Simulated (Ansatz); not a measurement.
Molecular dynamics of GePH₅ClF (part 2 of 3)

The same run, continued: GePH₅ClF; RKS revPBE-D4/def2-SVP (Ansatz 0.2.0). It belongs to a series of runs on one base structure; here: dynamics from the highest image of the converged band.

Geometry of the input (Å):
```
Ge -0.2287  0.1297  -0.0555
Cl 0.1894  0.6295  2.3980
H  0.9508  -0.8534  0.0542
H  -0.1926  1.6188  -0.4349
F  -1.0567  -0.6429  -1.4534
P  -2.6766  -0.3103  0.8017
H  -2.5389  -1.7372  0.8956
H  -2.8838  -0.1285  2.2200
H  -1.2114  -0.1240  1.6081
```

What the program printed, continued
```
md step   108: t =    54.00 fs  T =  1459.7 K  F+E_penalty+E_count = -81103.57935582 eV  E_kin = 1.320788 eV  conserved = -81102.25856827 eV  (25 SCF iters, 3 dispersion substeps)
md step   109: t =    54.50 fs  T =  1500.9 K  F+E_penalty+E_count = -81103.61681440 eV  E_kin = 1.358002 eV  conserved = -81102.25881204 eV  (25 SCF iters, 3 dispersion substeps)
md step   110: t =    55.00 fs  T =  1535.8 K  F+E_penalty+E_count = -81103.64857235 eV  E_kin = 1.389609 eV  conserved = -81102.25896299 eV  (25 SCF iters, 3 dispersion substeps)
md step   111: t =    55.50 fs  T =  1561.9 K  F+E_penalty+E_count = -81103.67221943 eV  E_kin = 1.413200 eV  conserved = -81102.25901943 eV  (25 SCF iters, 3 dispersion substeps)
md step   112: t =    56.00 fs  T =  1578.0 K  F+E_penalty+E_count = -81103.68684387 eV  E_kin = 1.427846 eV  conserved = -81102.25899739 eV  (25 SCF iters, 3 dispersion substeps)
md step   113: t =    56.50 fs  T =  1584.7 K  F+E_penalty+E_count = -81103.69282061 eV  E_kin = 1.433906 eV  conserved = -81102.25891499 eV  (25 SCF iters, 3 dispersion substeps)
md step   114: t =    57.00 fs  T =  1583.5 K  F+E_penalty+E_count = -81103.69153214 eV  E_kin = 1.432744 eV  conserved = -81102.25878834 eV  (25 SCF iters, 3 dispersion substeps)
md step   115: t =    57.50 fs  T =  1576.5 K  F+E_penalty+E_count = -81103.68511551 eV  E_kin = 1.426487 eV  conserved = -81102.25862892 eV  (25 SCF iters, 3 dispersion substeps)
md step   116: t =    58.00 fs  T =  1566.9 K  F+E_penalty+E_count = -81103.67624918 eV  E_kin = 1.417799 eV  conserved = -81102.25844975 eV  (25 SCF iters, 3 dispersion substeps)
md step   117: t =    58.50 fs  T =  1557.9 K  F+E_penalty+E_count = -81103.66792462 eV  E_kin = 1.409657 eV  conserved = -81102.25826769 eV  (25 SCF iters, 3 dispersion substeps)
md step   118: t =    59.00 fs  T =  1552.9 K  F+E_penalty+E_count = -81103.66316414 eV  E_kin = 1.405061 eV  conserved = -81102.25810355 eV  (25 SCF iters, 3 dispersion substeps)
md step   119: t =    59.50 fs  T =  1554.7 K  F+E_penalty+E_count = -81103.66467739 eV  E_kin = 1.406697 eV  conserved = -81102.25798046 eV  (25 SCF iters, 3 dispersion substeps)
md step   120: t =    60.00 fs  T =  1565.6 K  F+E_penalty+E_count = -81103.67448843 eV  E_kin = 1.416568 eV  conserved = -81102.25791994 eV  (26 SCF iters, 3 dispersion substeps)
md step   121: t =    60.50 fs  T =  1586.7 K  F+E_penalty+E_count = -81103.69359659 eV  E_kin = 1.435660 eV  conserved = -81102.25793704 eV  (25 SCF iters, 3 dispersion substeps)
md step   122: t =    61.00 fs  T =  1617.7 K  F+E_penalty+E_count = -81103.72174304 eV  E_kin = 1.463707 eV  conserved = -81102.25803635 eV  (25 SCF iters, 3 dispersion substeps)
md step   123: t =    61.50 fs  T =  1656.8 K  F+E_penalty+E_count = -81103.75734308 eV  E_kin = 1.499133 eV  conserved = -81102.25821057 eV  (25 SCF iters, 3 dispersion substeps)
md step   124: t =    62.00 fs  T =  1701.1 K  F+E_penalty+E_count = -81103.79761339 eV  E_kin = 1.539175 eV  conserved = -81102.25843833 eV  (25 SCF iters, 3 dispersion substeps)
md step   125: t =    62.50 fs  T =  1746.4 K  F+E_penalty+E_count = -81103.83890581 eV  E_kin = 1.580218 eV  conserved = -81102.25868743 eV  (25 SCF iters, 3 dispersion substeps)
md step   126: t =    63.00 fs  T =  1788.5 K  F+E_penalty+E_count = -81103.87722299 eV  E_kin = 1.618306 eV  conserved = -81102.25891699 eV  (27 SCF iters, 3 dispersion substeps)
md step   127: t =    63.50 fs  T =  1823.3 K  F+E_penalty+E_count = -81103.90887446 eV  E_kin = 1.649795 eV  conserved = -81102.25907974 eV  (25 SCF iters, 3 dispersion substeps)
md step   128: t =    64.00 fs  T =  1848.0 K  F+E_penalty+E_count = -81103.93120444 eV  E_kin = 1.672072 eV  conserved = -81102.25913240 eV  (25 SCF iters, 3 dispersion substeps)
md step   129: t =    64.50 fs  T =  1861.4 K  F+E_penalty+E_count = -81103.94325092 eV  E_kin = 1.684203 eV  conserved = -81102.25904821 eV  (25 SCF iters, 3 dispersion substeps)
md step   130: t =    65.00 fs  T =  1864.8 K  F+E_penalty+E_count = -81103.94613723 eV  E_kin = 1.687305 eV  conserved = -81102.25883259 eV  (25 SCF iters, 3 dispersion substeps)
md step   131: t =    65.50 fs  T =  1861.6 K  F+E_penalty+E_count = -81103.94296951 eV  E_kin = 1.684437 eV  conserved = -81102.25853301 eV  (25 SCF iters, 3 dispersion substeps)
md step   132: t =    66.00 fs  T =  1856.6 K  F+E_penalty+E_count = -81103.93810944 eV  E_kin = 1.679877 eV  conserved = -81102.25823282 eV  (25 SCF iters, 3 dispersion substeps)
md step   133: t =    66.50 fs  T =  1854.4 K  F+E_penalty+E_count = -81103.93593602 eV  E_kin = 1.677915 eV  conserved = -81102.25802142 eV  (24 SCF iters, 3 dispersion substeps)
md step   134: t =    67.00 fs  T =  1858.5 K  F+E_penalty+E_count = -81103.93952536 eV  E_kin = 1.681568 eV  conserved = -81102.25795713 eV  (25 SCF iters, 3 dispersion substeps)
md step   135: t =    67.50 fs  T =  1869.7 K  F+E_penalty+E_count = -81103.94980261 eV  E_kin = 1.691763 eV  conserved = -81102.25803995 eV  (24 SCF iters, 3 dispersion substeps)
md step   136: t =    68.00 fs  T =  1886.9 K  F+E_penalty+E_count = -81103.96553142 eV  E_kin = 1.707313 eV  conserved = -81102.25821855 eV  (25 SCF iters, 3 dispersion substeps)
md step   137: t =    68.50 fs  T =  1907.2 K  F+E_penalty+E_count = -81103.98405368 eV  E_kin = 1.725632 eV  conserved = -81102.25842170 eV  (24 SCF iters, 3 dispersion substeps)
md step   138: t =    69.00 fs  T =  1927.2 K  F+E_penalty+E_count = -81104.00233371 eV  E_kin = 1.743741 eV  conserved = -81102.25859227 eV  (24 SCF iters, 3 dispersion substeps)
md step   139: t =    69.50 fs  T =  1944.2 K  F+E_penalty+E_count = -81104.01781537 eV  E_kin = 1.759112 eV  conserved = -81102.25870364 eV  (24 SCF iters, 3 dispersion substeps)
md step   140: t =    70.00 fs  T =  1956.3 K  F+E_penalty+E_count = -81104.02884118 eV  E_kin = 1.770085 eV  conserved = -81102.25875622 eV  (24 SCF iters, 3 dispersion substeps)
md step   141: t =    70.50 fs  T =  1962.7 K  F+E_penalty+E_count = -81104.03467047 eV  E_kin = 1.775906 eV  conserved = -81102.25876406 eV  (24 SCF iters, 3 dispersion substeps)
md step   142: t =    71.00 fs  T =  1963.4 K  F+E_penalty+E_count = -81104.03528566 eV  E_kin = 1.776544 eV  conserved = -81102.25874155 eV  (24 SCF iters, 3 dispersion substeps)
md step   143: t =    71.50 fs  T =  1958.9 K  F+E_penalty+E_count = -81104.03117672 eV  E_kin = 1.772479 eV  conserved = -81102.25869798 eV  (25 SCF iters, 3 dispersion substeps)
md step   144: t =    72.00 fs  T =  1950.2 K  F+E_penalty+E_count = -81104.02319970 eV  E_kin = 1.764565 eV  conserved = -81102.25863431 eV  (25 SCF iters, 3 dispersion substeps)
md step   145: t =    72.50 fs  T =  1938.5 K  F+E_penalty+E_count = -81104.01252900 eV  E_kin = 1.753977 eV  conserved = -81102.25855170 eV  (24 SCF iters, 3 dispersion substeps)
md step   146: t =    73.00 fs  T =  1925.5 K  F+E_penalty+E_count = -81104.00064024 eV  E_kin = 1.742190 eV  conserved = -81102.25845054 eV  (25 SCF iters, 3 dispersion substeps)
md step   147: t =    73.50 fs  T =  1913.0 K  F+E_penalty+E_count = -81103.98928451 eV  E_kin = 1.730949 eV  conserved = -81102.25833597 eV  (25 SCF iters, 3 dispersion substeps)
md step   148: t =    74.00 fs  T =  1903.3 K  F+E_penalty+E_count = -81103.98039706 eV  E_kin = 1.722179 eV  conserved = -81102.25821837 eV  (27 SCF iters, 3 dispersion substeps)
md step   149: t =    74.50 fs  T =  1898.5 K  F+E_penalty+E_count = -81103.97592230 eV  E_kin = 1.717809 eV  conserved = -81102.25811369 eV  (25 SCF iters, 3 dispersion substeps)
md step   150: t =    75.00 fs  T =  1900.4 K  F+E_penalty+E_count = -81103.97755522 eV  E_kin = 1.719513 eV  conserved = -81102.25804179 eV  (24 SCF iters, 3 dispersion substeps)
md step   151: t =    75.50 fs  T =  1910.2 K  F+E_penalty+E_count = -81103.98642865 eV  E_kin = 1.728406 eV  conserved = -81102.25802265 eV  (25 SCF iters, 3 dispersion substeps)
md step   152: t =    76.00 fs  T =  1928.3 K  F+E_penalty+E_count = -81104.00280403 eV  E_kin = 1.744733 eV  conserved = -81102.25807141 eV  (25 SCF iters, 3 dispersion substeps)
md step   153: t =    76.50 fs  T =  1953.6 K  F+E_penalty+E_count = -81104.02584367 eV  E_kin = 1.767650 eV  conserved = -81102.25819347 eV  (25 SCF iters, 3 dispersion substeps)
md step   154: t =    77.00 fs  T =  1984.0 K  F+E_penalty+E_count = -81104.05354541 eV  E_kin = 1.795168 eV  conserved = -81102.25837744 eV  (24 SCF iters, 3 dispersion substeps)
md step   155: t =    77.50 fs  T =  2016.2 K  F+E_penalty+E_count = -81104.08291910 eV  E_kin = 1.824323 eV  conserved = -81102.25859643 eV  (24 SCF iters, 3 dispersion substeps)
md step   156: t =    78.00 fs  T =  2046.4 K  F+E_penalty+E_count = -81104.11042443 eV  E_kin = 1.851617 eV  conserved = -81102.25880705 eV  (26 SCF iters, 3 dispersion substeps)
md step   157: t =    78.50 fs  T =  2070.8 K  F+E_penalty+E_count = -81104.13264444 eV  E_kin = 1.873686 eV  conserved = -81102.25895855 eV  (25 SCF iters, 3 dispersion substeps)
md step   158: t =    79.00 fs  T =  2086.7 K  F+E_penalty+E_count = -81104.14706572 eV  E_kin = 1.888060 eV  conserved = -81102.25900602 eV  (25 SCF iters, 3 dispersion substeps)
md step   159: t =    79.50 fs  T =  2093.0 K  F+E_penalty+E_count = -81104.15275950 eV  E_kin = 1.893832 eV  conserved = -81102.25892765 eV  (25 SCF iters, 3 dispersion substeps)
md step   160: t =    80.00 fs  T =  2091.0 K  F+E_penalty+E_count = -81104.15070892 eV  E_kin = 1.891970 eV  conserved = -81102.25873870 eV  (25 SCF iters, 3 dispersion substeps)
md step   161: t =    80.50 fs  T =  2083.4 K  F+E_penalty+E_count = -81104.14357848 eV  E_kin = 1.885085 eV  conserved = -81102.25849386 eV  (24 SCF iters, 3 dispersion substeps)
md step   162: t =    81.00 fs  T =  2074.0 K  F+E_penalty+E_count = -81104.13490327 eV  E_kin = 1.876634 eV  conserved = -81102.25826977 eV  (24 SCF iters, 3 dispersion substeps)
md step   163: t =    81.50 fs  T =  2066.5 K  F+E_penalty+E_count = -81104.12795795 eV  E_kin = 1.869825 eV  conserved = -81102.25813334 eV  (24 SCF iters, 3 dispersion substeps)
md step   164: t =    82.00 fs  T =  2063.0 K  F+E_penalty+E_count = -81104.12476712 eV  E_kin = 1.866654 eV  conserved = -81102.25811285 eV  (25 SCF iters, 3 dispersion substeps)
md step   165: t =    82.50 fs  T =  2063.9 K  F+E_penalty+E_count = -81104.12567570 eV  E_kin = 1.867486 eV  conserved = -81102.25819001 eV  (25 SCF iters, 3 dispersion substeps)
md step   166: t =    83.00 fs  T =  2068.1 K  F+E_penalty+E_count = -81104.12959831 eV  E_kin = 1.871282 eV  conserved = -81102.25831613 eV  (25 SCF iters, 3 dispersion substeps)
md step   167: t =    83.50 fs  T =  2073.6 K  F+E_penalty+E_count = -81104.13471374 eV  E_kin = 1.876273 eV  conserved = -81102.25844100 eV  (24 SCF iters, 3 dispersion substeps)
md step   168: t =    84.00 fs  T =  2078.5 K  F+E_penalty+E_count = -81104.13920089 eV  E_kin = 1.880667 eV  conserved = -81102.25853363 eV  (25 SCF iters, 3 dispersion substeps)
md step   169: t =    84.50 fs  T =  2081.2 K  F+E_penalty+E_count = -81104.14171394 eV  E_kin = 1.883129 eV  conserved = -81102.25858536 eV  (25 SCF iters, 3 dispersion substeps)
md step   170: t =    85.00 fs  T =  2081.0 K  F+E_penalty+E_count = -81104.14152755 eV  E_kin = 1.882924 eV  conserved = -81102.25860327 eV  (26 SCF iters, 3 dispersion substeps)
md step   171: t =    85.50 fs  T =  2077.6 K  F+E_penalty+E_count = -81104.13845048 eV  E_kin = 1.879852 eV  conserved = -81102.25859892 eV  (25 SCF iters, 3 dispersion substeps)
md step   172: t =    86.00 fs  T =  2071.2 K  F+E_penalty+E_count = -81104.13266106 eV  E_kin = 1.874080 eV  conserved = -81102.25858154 eV  (25 SCF iters, 3 dispersion substeps)
md step   173: t =    86.50 fs  T =  2062.3 K  F+E_penalty+E_count = -81104.12456847 eV  E_kin = 1.866013 eV  conserved = -81102.25855540 eV  (25 SCF iters, 3 dispersion substeps)
md step   174: t =    87.00 fs  T =  2051.5 K  F+E_penalty+E_count = -81104.11473712 eV  E_kin = 1.856216 eV  conserved = -81102.25852130 eV  (25 SCF iters, 3 dispersion substeps)
md step   175: t =    87.50 fs  T =  2039.5 K  F+E_penalty+E_count = -81104.10385978 eV  E_kin = 1.845380 eV  conserved = -81102.25847964 eV  (25 SCF iters, 3 dispersion substeps)
md step   176: t =    88.00 fs  T =  2027.3 K  F+E_penalty+E_count = -81104.09274753 eV  E_kin = 1.834317 eV  conserved = -81102.25843089 eV  (25 SCF iters, 3 dispersion substeps)
md step   177: t =    88.50 fs  T =  2015.8 K  F+E_penalty+E_count = -81104.08231510 eV  E_kin = 1.823939 eV  conserved = -81102.25837645 eV  (24 SCF iters, 3 dispersion substeps)
md step   178: t =    89.00 fs  T =  2006.2 K  F+E_penalty+E_count = -81104.07354662 eV  E_kin = 1.815227 eV  conserved = -81102.25832003 eV  (25 SCF iters, 3 dispersion substeps)
md step   179: t =    89.50 fs  T =  1999.5 K  F+E_penalty+E_count = -81104.06743029 eV  E_kin = 1.809162 eV  conserved = -81102.25826791 eV  (25 SCF iters, 3 dispersion substeps)
md step   180: t =    90.00 fs  T =  1996.7 K  F+E_penalty+E_count = -81104.06485488 eV  E_kin = 1.806626 eV  conserved = -81102.25822878 eV  (25 SCF iters, 3 dispersion substeps)
md step   181: t =    90.50 fs  T =  1998.5 K  F+E_penalty+E_count = -81104.06646671 eV  E_kin = 1.808252 eV  conserved = -81102.25821435 eV  (25 SCF iters, 3 dispersion substeps)
md step   182: t =    91.00 fs  T =  2005.1 K  F+E_penalty+E_count = -81104.07249288 eV  E_kin = 1.814257 eV  conserved = -81102.25823557 eV  (25 SCF iters, 3 dispersion substeps)
md step   183: t =    91.50 fs  T =  2016.2 K  F+E_penalty+E_count = -81104.08256911 eV  E_kin = 1.824268 eV  conserved = -81102.25830097 eV  (25 SCF iters, 3 dispersion substeps)
md step   184: t =    92.00 fs  T =  2030.5 K  F+E_penalty+E_count = -81104.09562182 eV  E_kin = 1.837213 eV  conserved = -81102.25840904 eV  (24 SCF iters, 3 dispersion substeps)
md step   185: t =    92.50 fs  T =  2046.1 K  F+E_penalty+E_count = -81104.10989039 eV  E_kin = 1.851342 eV  conserved = -81102.25854790 eV  (25 SCF iters, 3 dispersion substeps)
md step   186: t =    93.00 fs  T =  2060.6 K  F+E_penalty+E_count = -81104.12314041 eV  E_kin = 1.864452 eV  conserved = -81102.25868883 eV  (24 SCF iters, 3 dispersion substeps)
md step   187: t =    93.50 fs  T =  2071.5 K  F+E_penalty+E_count = -81104.13310245 eV  E_kin = 1.874309 eV  conserved = -81102.25879375 eV  (24 SCF iters, 3 dispersion substeps)
md step   188: t =    94.00 fs  T =  2076.9 K  F+E_penalty+E_count = -81104.13805415 eV  E_kin = 1.879229 eV  conserved = -81102.25882531 eV  (24 SCF iters, 3 dispersion substeps)
md step   189: t =    94.50 fs  T =  2076.2 K  F+E_penalty+E_count = -81104.13737667 eV  E_kin = 1.878613 eV  conserved = -81102.25876390 eV  (24 SCF iters, 3 dispersion substeps)
md step   190: t =    95.00 fs  T =  2070.3 K  F+E_penalty+E_count = -81104.13184094 eV  E_kin = 1.873219 eV  conserved = -81102.25862150 eV  (25 SCF iters, 3 dispersion substeps)
md step   191: t =    95.50 fs  T =  2061.2 K  F+E_penalty+E_count = -81104.12342490 eV  E_kin = 1.864981 eV  conserved = -81102.25844370 eV  (24 SCF iters, 3 dispersion substeps)
md step   192: t =    96.00 fs  T =  2051.6 K  F+E_penalty+E_count = -81104.11464154 eV  E_kin = 1.856349 eV  conserved = -81102.25829294 eV  (27 SCF iters, 3 dispersion substeps)
md step   193: t =    96.50 fs  T =  2043.9 K  F+E_penalty+E_count = -81104.10761949 eV  E_kin = 1.849398 eV  conserved = -81102.25822178 eV  (25 SCF iters, 3 dispersion substeps)
md step   194: t =    97.00 fs  T =  2039.2 K  F+E_penalty+E_count = -81104.10334008 eV  E_kin = 1.845094 eV  conserved = -81102.25824607 eV  (24 SCF iters, 3 dispersion substeps)
md step   195: t =    97.50 fs  T =  2036.9 K  F+E_penalty+E_count = -81104.10138935 eV  E_kin = 1.843046 eV  conserved = -81102.25834363 eV  (25 SCF iters, 3 dispersion substeps)
md step   196: t =    98.00 fs  T =  2035.6 K  F+E_penalty+E_count = -81104.10027918 eV  E_kin = 1.841809 eV  conserved = -81102.25846970 eV  (25 SCF iters, 3 dispersion substeps)
md step   197: t =    98.50 fs  T =  2033.0 K  F+E_penalty+E_count = -81104.09810575 eV  E_kin = 1.839525 eV  conserved = -81102.25858080 eV  (24 SCF iters, 3 dispersion substeps)
md step   198: t =    99.00 fs  T =  2027.5 K  F+E_penalty+E_count = -81104.09319724 eV  E_kin = 1.834546 eV  conserved = -81102.25865172 eV  (25 SCF iters, 3 dispersion substeps)
md step   199: t =    99.50 fs  T =  2017.9 K  F+E_penalty+E_count = -81104.08450738 eV  E_kin = 1.825831 eV  conserved = -81102.25867675 eV  (24 SCF iters, 3 dispersion substeps)
these checks for a lower state are left out or cut short: starts, cluster_reference, orbital_swaps, neighbouring_geometries, increment
1191 factors; their error is unknown
mean field -81103.60544283 eV, -2980.5025260258 hartree, gradient 4.0e-5 eV, S^2 0.000000; 0 other end points of the search recorded, 0 dependent functions left out
the calculation of the forces begins
reference -81103.60548912 eV, -2980.5025277270 hartree; 39, 39 occupied and 68, 68 virtual orbitals, 1191 factors
1191 factors; their error is unknown
mean field evaluation 1216: about -81103.6674 eV, gradient 5.1e-2 eV
mean field -81103.60544283 eV, -2980.5025260258 hartree, gradient 4.0e-5 eV, S^2 0.000000; 1 other end points of the search recorded, 0 dependent functions left out
the calculation of the forces begins
reference -81103.60548912 eV, -2980.5025277270 hartree; 39, 39 occupied and 68, 68 virtual orbitals, 1191 factors
md step   200: t =   100.00 fs  T =  2003.8 K  F+E_penalty+E_count = -81104.07171607 eV  E_kin = 1.813053 eV  conserved = -81102.25866348 eV  (27 SCF iters, 3 dispersion substeps)
```

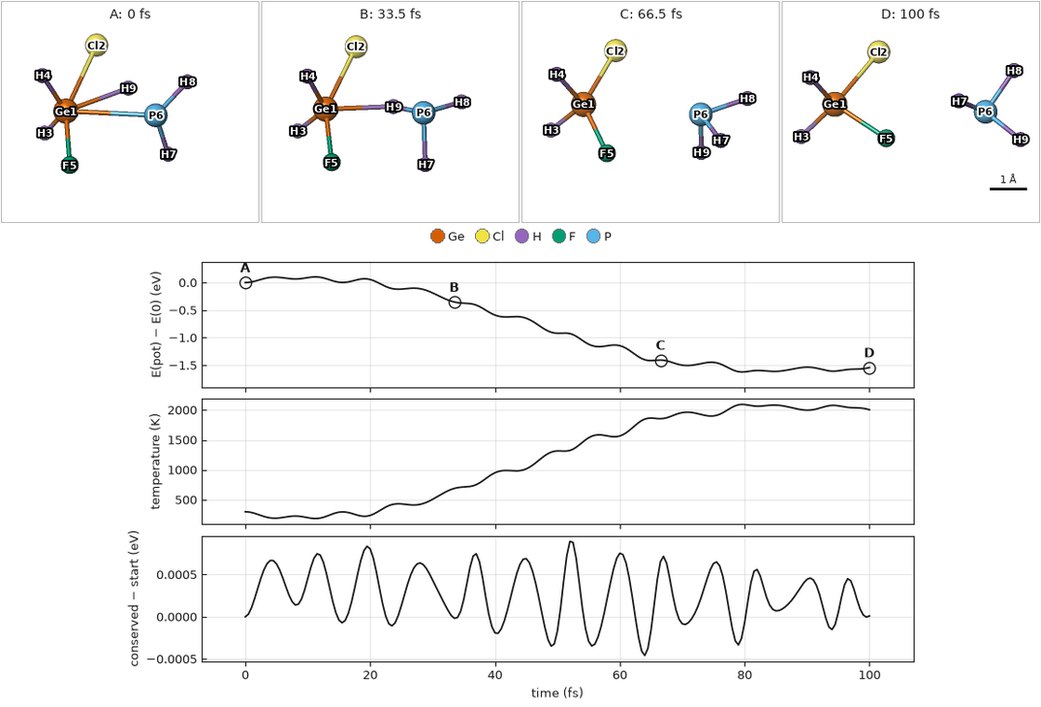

Figure 1. Frames of the molecular dynamics (ball-and-stick, seen at a tilt) above the curves, on which the letters mark them. The trajectory kept here has 201 frames over 100 fs. The temperature starts at 300 K, ranges from 187 to 2093 K and averages 1868 K over the second half. The potential energy ends 1.542 eV below its first value. The conserved quantity stays within 0.0014 eV. After an unweighted best fit of the last frame on the first, the root-mean-square displacement is 1.59 Å, and H9 has moved furthest (3.24 Å).

```
Total energy: -81104.07176237 eV, -2980.5196629526 hartree
Atom 0 at     0.358410     0.350621    -0.191555 Å, force    -0.845651    -0.377150     0.791691 eV/Å
Atom 1 at     0.063790     0.486784     2.019919 Å, force     0.536167     0.161087    -0.710748 eV/Å
Atom 2 at     1.630720    -0.512609    -0.624534 Å, force    -0.593585     0.375863     0.245880 eV/Å
Atom 3 at     0.225101     1.810395    -0.819933 Å, force     0.009992    -0.682967     0.191491 eV/Å
Atom 4 at    -1.141963    -0.622729    -0.427901 Å, force     1.070736     0.555109    -0.663150 eV/Å
Atom 5 at    -3.682775    -0.730089     1.026382 Å, force    -0.400006    -0.636460    -0.273362 eV/Å
Atom 6 at    -3.747232     0.377669     0.124868 Å, force     0.055772     0.136275    -0.165387 eV/Å
Atom 7 at    -4.397276    -0.004916     2.012465 Å, force    -0.266645     0.304182     0.462419 eV/Å
Atom 8 at    -4.954625    -1.272487     0.515632 Å, force     0.433220     0.164061     0.121166 eV/Å
Dipole moment:     0.403150     0.300077    -0.421126 e Å
```
